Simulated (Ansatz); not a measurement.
Relaxed Sb (space group R-3m):

```xyz
4
Lattice="4.3743 2.5255 7.6934 0.0000 2.5255 7.6934 2.1872 -1.2628 7.6934" Properties=species:S:1:pos:R:3 pbc="T T T"
Sb     4.3743     2.5255    10.7777
Sb     2.1872     1.2628     6.9310
Sb     4.3743     2.5255    16.1493
Sb     2.1872     1.2628    12.3025
```

The atoms are displaced by Q × the pattern below (from a DFPT mode at T = (0.5, 0.5, 0.5), largest move 1; Q in Å), at fixed cell. It is one choice among 2 degenerate patterns. (q is in reciprocal vectors of the primitive cell; the cell shown is doubled to hold the pattern.)

```json
[
 {"atom": "Sb1", "x": "0.000", "y": "1.000", "z": "0.000"},
 {"atom": "Sb2", "x": "0.000", "y": "-1.000", "z": "0.000"},
 {"atom": "Sb3", "x": "0.000", "y": "1.000", "z": "0.000"},
 {"atom": "Sb4", "x": "0.000", "y": "-1.000", "z": "0.000"}
]
```

All values below come from PBE (plane waves to 420 eV, PAW, scalar-relativistic; Ansatz, a program for electronic structure). k mesh 13×13×13 (Γ-centred), Fermi-Dirac smearing 0.05 eV. E stands for the smeared free energy. With partly filled bands, energies and forces of such displacements shift with the k mesh and the smearing. Sb was relaxed with its symmetry unable to fall. Spin-orbit coupling is left out, though Sb is heavy. ΔE is measured from the undisplaced structure.

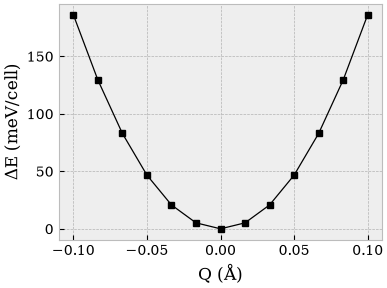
ΔE (meV/cell) against Q (Å); markers are the computed points, lines only join them.

Problem. What is the energy change at Q = 0.100 Å?

Solution. About 190 meV/cell.

Problem. What harmonic wavenumber does the curvature at Q = 0 give?

Solution. About 140 cm⁻¹.

(A displaced cell: forces are minus the slopes of the energy, force constants its curvatures, and phonons follow from these.)
